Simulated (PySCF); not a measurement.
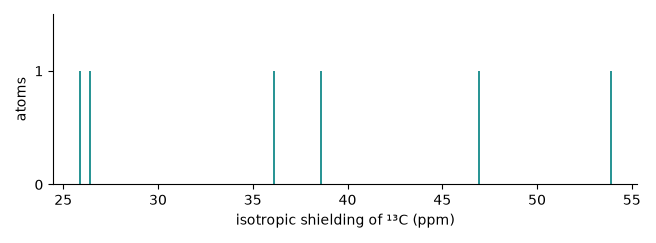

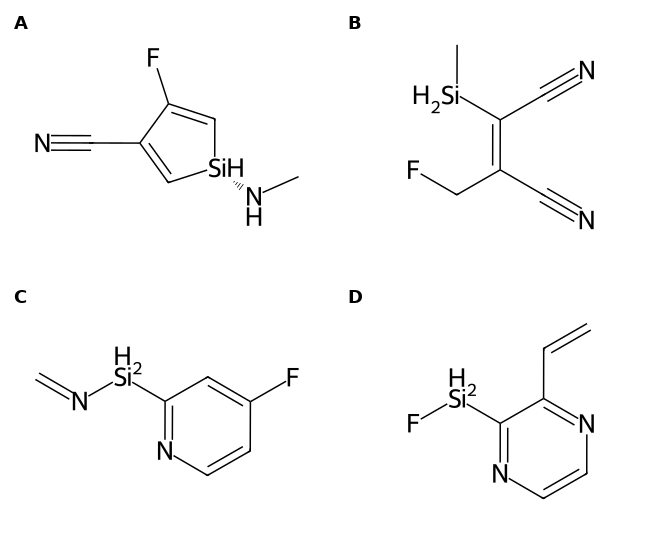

The sticks are computed shieldings of one of the molecules, for one fixed geometry (GFN2-xTB) without averaging over rotations. Low shielding means a high chemical shift. Method: GIAO PBE0/pcSseg-1 NMR shielding, non-relativistic, gas phase (PySCF 2.14.0).

> Match the spectrum to a structure.

D, `C=Cc1nccnc1[SiH2]F`. Its 6 C atoms give lines at 25.9, 26.4, 36.1, 38.6, 46.9, 53.9 ppm.

The geometry is semi-empirical. Around Si such bond lengths and angles can be off by a tenth of an ångström or more and by several degrees, and values that hang on the shape move with them.
